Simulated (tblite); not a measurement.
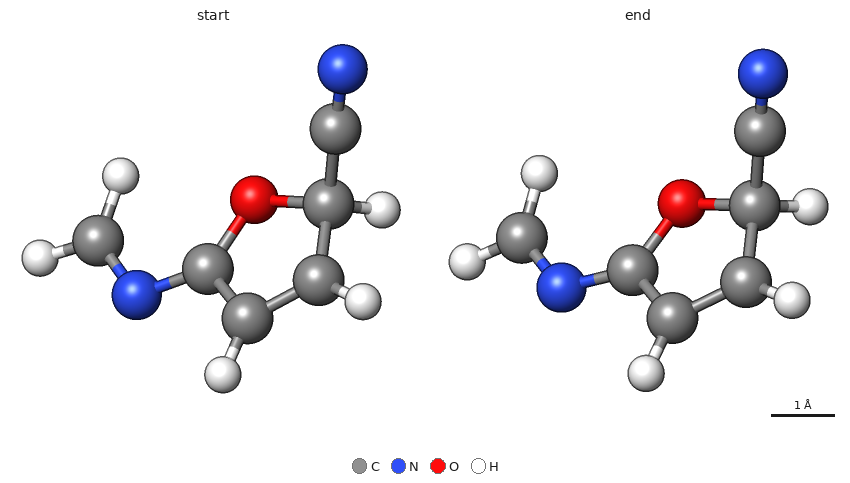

The structure of C6H5N2O (multiplicity 2) before (left) and after (right) a relaxation, at one scale.

Style: ball-and-stick. Shown at a tilt.

Theory: tblite, GFN2-xTB geometry optimisation, gas phase. 

### Summarise the run.

The atom that moves furthest after the best rigid fit is an N atom (0.12 Å). By element the largest moves are N 0.12 Å, H 0.11 Å, O 0.08 Å, C 0.06 Å. Among the contacts that change: C–O 1.464 → 1.417 Å, C–H 1.115 → 1.086 Å, C–N 1.340 → 1.315 Å, C–N 1.166 → 1.141 Å. Among the angles between lasting bonds that change: C–N–C 115.7° → 124.6°, N–C–C 120.0° → 126.3°, C–C–H 125.3° → 129.6°. After 40 geometry steps the energy has fallen by 0.276 eV.
